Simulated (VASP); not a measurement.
Input:

```xyz
8
Lattice="4.2659 -0.6112 0.0000 -0.6112 4.2659 0.0000 0.0000 0.0000 4.7488" Properties=species:S:1:pos:R:3 pbc="T T T"
Si     0.0000     0.0000     4.3212
Si     0.9137     0.9137     1.6149
Si     1.8274     1.8274     4.3212
Si     2.7411     2.7411     1.6149
C      2.1330    -0.3056     2.5362
C      3.0466     0.6081     3.3998
C     -0.3056     2.1330     2.5362
C      0.6081     3.0466     3.3998
```

The numbers are results of PBEsol GGA, VASP's PBE PAW potentials (set 64) (plane waves; VASP 6.6.1), not measurements. Run with 520 eV cut-off, 8×8×7 Γ-centred mesh, tetrahedra with Blöchl corrections, potentials Si C.

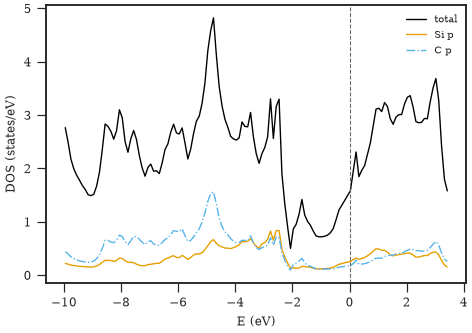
Figure: Total and projected density of states, zero at the Fermi level

Within 2 eV below the Fermi level the largest weight inside VASP's projection spheres is C p, then Si p.

It has no gap at this level: it comes out as a metal or semimetal.

The structure was generated: C4Si4 was put into an ordered model structure (Pmma), which need not be its known phase. It was relaxed first, which changed the volume by -7 %.
